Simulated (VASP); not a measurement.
Band structure of NaCl (rock salt). Level of theory: PBE GGA with D4 dispersion, VASP's PBE PAW potentials (set 64) (plane waves; VASP).

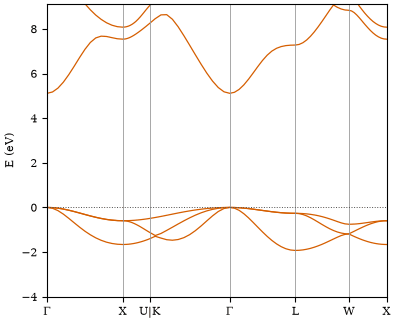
Figure: Bands along high-symmetry lines, zero at the valence-band maximum or, without a gap, the Fermi level

Task: Read the plot: is there a gap, and where are the band edges?

Result: The gap is direct, 5.11 eV, from the valence maximum at Γ to the conduction minimum at Γ. (Edges off the drawn lines would not show.)

Measured: gap 8.97 eV (computed value off by -3.86 eV), as given by Wei Chen et al., Physical Review Materials (2018), doi:10.1103/physrevmaterials.2.073803.

The compound is NaCl in the rock salt structure. It was relaxed first.
